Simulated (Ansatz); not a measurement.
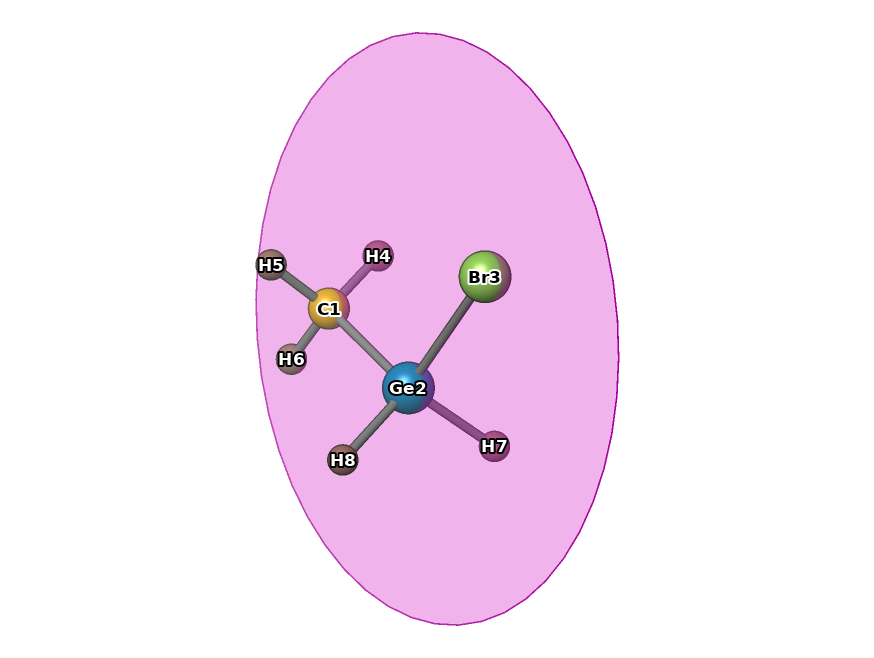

A disc through the centre of mass is drawn in. Atoms fade into the background with distance from the viewer. The computed structure is the end point of a PBE-D4/def2-SVP optimisation. No frequency run is at hand to confirm it as a minimum.

**Is the plane of the disc a mirror plane of the structure?**

Yes. The reflection leaves C1, Ge2, Br3, H6 in place and moves H4 ↔ H5; H7 ↔ H8. The point group is Cs.
